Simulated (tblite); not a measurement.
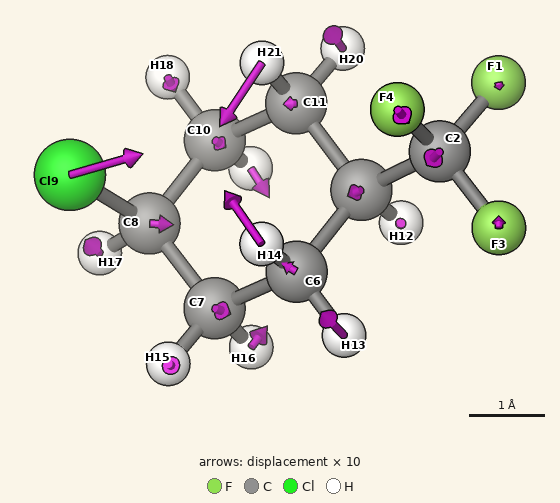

A relaxation of C₇H₁₀ClF₃. The starting structure is drawn; purple arrows show the displacements, magnified 10 times. The two geometries are superimposed by the best rigid fit.

Style: ball-and-stick. Shown at a tilt.

Computed with GFN2-xTB geometry optimisation, gas phase in tblite. 

Describe the change and its energy.

Answer. The Cl atom moves most after the best rigid fit: 0.11 Å. By element the largest moves are Cl 0.11 Å, H 0.11 Å, C 0.05 Å, F 0.04 Å. Near-neighbour distances that change, for instance: C–H 1.114 → 1.093 Å, C–C 1.535 → 1.520 Å, C–F 1.349 → 1.340 Å, C–Cl 1.791 → 1.796 Å. Bond angles that change, for instance: F–C–F 108.6° → 106.4°, F–C–C 110.0° → 112.2°, C–C–C 113.5° → 111.5°. After 31 geometry steps the energy has fallen by 0.091 eV. The run took 0.53 s on 1 thread of Arm Neoverse N1 (shared host).
